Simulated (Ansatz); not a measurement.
# Run report: P2H6, single-point calculation

- system: P2H6
- method: RKS PBE0-D4/def2-TZVPPD (Ansatz 0.2.0)

The geometry: rigid move from PBE0-D4/def2-TZVP.

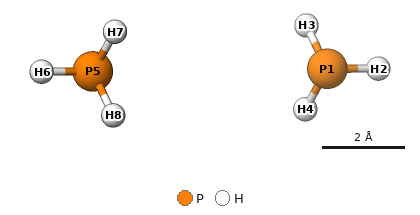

The structure (ball-and-stick view, seen at a tilt; atoms are numbered from 1 in the order of the input).

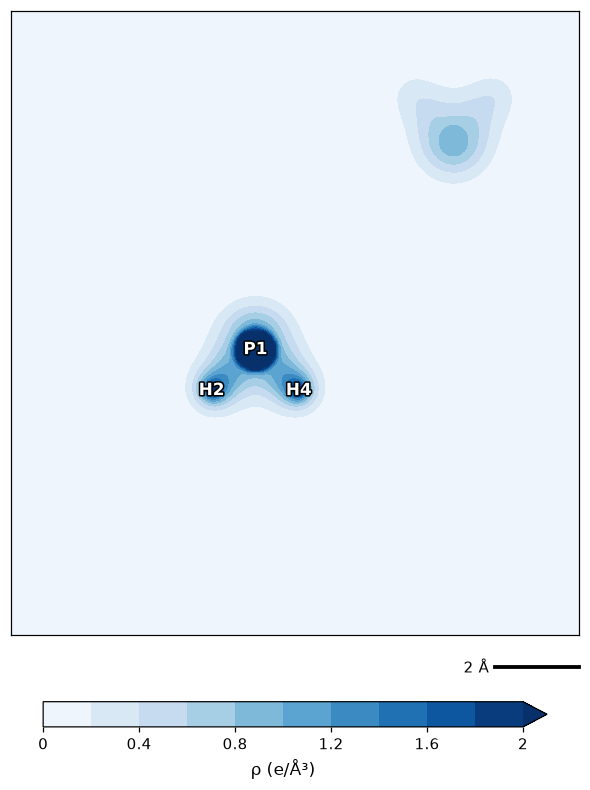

Total electron density on the plane of atoms H2, P1 and H4. The section cuts through P and H sites. P–H (1.42 Å): ρ at the midpoint is about 1.1 e/Å³.

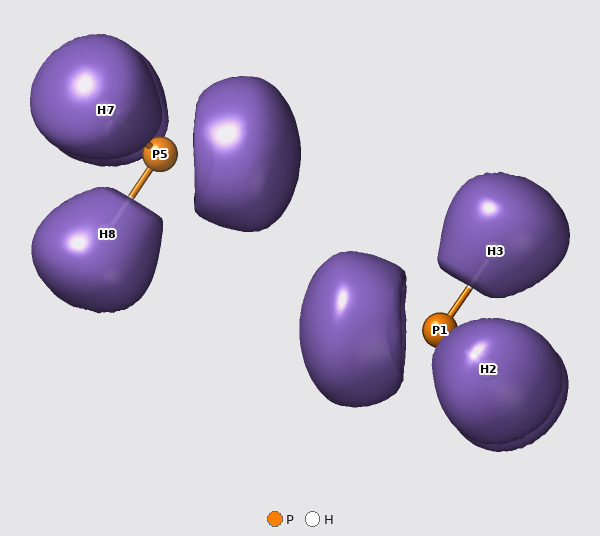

Isosurface of the electron localisation function at 0.85 (purple), seen at an oblique angle. Only the valence region is drawn (cores and ρ < 0.01 e/Å³ removed). Along the contacts the grid gives the following. P–H (1.42 Å): the ELF climbs to about 1 towards the hydrogen, as it does in any bond to H.

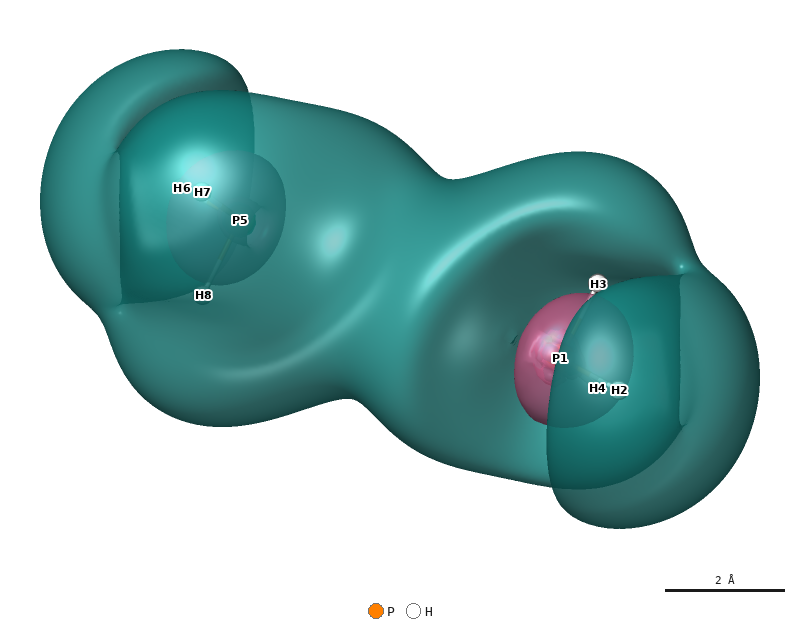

The LUMO at ±0.04 Å⁻³ᐟ² (teal and pink are the two phases), seen at an oblique angle. It lies mainly on P1 (25 %), P5 (25 %), H6 (10 %) and H2 (10 %); it is gerade (even under inversion). Its energy is 0.13 eV.

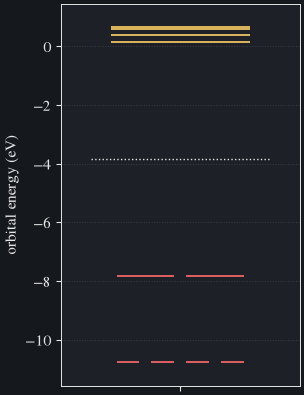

Orbital energies near the frontier; the dotted line parts filled from empty levels, and levels within 0.02 eV of each other stand side by side. Highest filled −7.82 eV, lowest empty 0.13 eV, 7.95 eV apart.

These pictures come from the run below.

## The input
```yaml
crystal:
  periodic: [false, false, false]
  atoms:
    - {symbol: P, position_ang: [0.240123, -0.196851, -1.730950]}
    - {symbol: H, position_ang: [0.427937, -0.358236, -3.130587]}
    - {symbol: H, position_ang: [0.227886, 1.219180, -1.806641]}
    - {symbol: H, position_ang: [-1.171546, -0.298945, -1.819689]}
    - {symbol: P, position_ang: [-0.117732, 0.051811, 5.238237]}
    - {symbol: H, position_ang: [-0.313463, 0.215672, 6.636484]}
    - {symbol: H, position_ang: [1.294835, 0.127950, 5.337753]}
    - {symbol: H, position_ang: [-0.132049, -1.364305, 5.313216]}
basis:
  gaussian: {orbitals: "def2-TZVPPD.json"}
hamiltonian: {xc: pbe0, dispersion: d4}
output: {orbitals: {seedname: orbitals}}
```

Launched with:
```bash
ansatz run in.yaml --threads 2 --pin off --events-out ev --progress --plain --max-ram 5222MiB
```

## What the program printed
```
Functional definition: PBE0
  name "PBE0"
  cite "Adamo & Barone, J. Chem. Phys. 110, 6158 (1999) doi:10.1063/1.478522"
  cite "Perdew, Burke & Ernzerhof, Phys. Rev. Lett. 77, 3865 (1996) doi:10.1103/PhysRevLett.77.3865"
  parent pbe
  parameter a = 0.25
  parameter kappa = 0.804
  parameter beta = 0.06672455060314922
  exchange = (1 - a)*pbe_x(kappa = kappa, mu = beta*pi^2/3) + a*exact_x
  correlation = pbe_c(beta = beta)
1034 factors; their error is unknown
mean field evaluation 1: about -18667.1183 eV, gradient 1.6e1 eV
mean field evaluation 2: about -18667.5949 eV, gradient 1.2e1 eV
mean field evaluation 4: about -18667.9105 eV, gradient 3.9e-1 eV
mean field evaluation 8: about -18667.9436 eV, gradient 1.1e-2 eV
mean field -18667.94361732 eV, -686.0342743498 hartree, gradient 1.4e-5 eV, S^2 0.000000; 0 other end points of the search recorded, 0 dependent functions left out
reference -18667.94365964 eV, -686.0342759052 hartree; 18, 18 occupied and 180, 180 virtual orbitals, 1034 factors
Total energy: -18667.99305630 eV, -686.0360911990 hartree
```

## Results in brief

| quantity | value |
| --- | --- |
| outcome | converged |
| total energy | −18667.9931 eV |
| mean-field energy | −18667.9437 eV |
| dispersion energy | −0.0494 eV |
| SCF solution under orbital rotations | stable |
| HOMO | −7.82 eV |
| LUMO | 0.13 eV |
| hardware | 2 threads of Arm Neoverse V1, 23 GiB of memory available, shared host |
| wall time | 2 s (CPU time 4 s) |
| peak memory | 0.39 GiB |
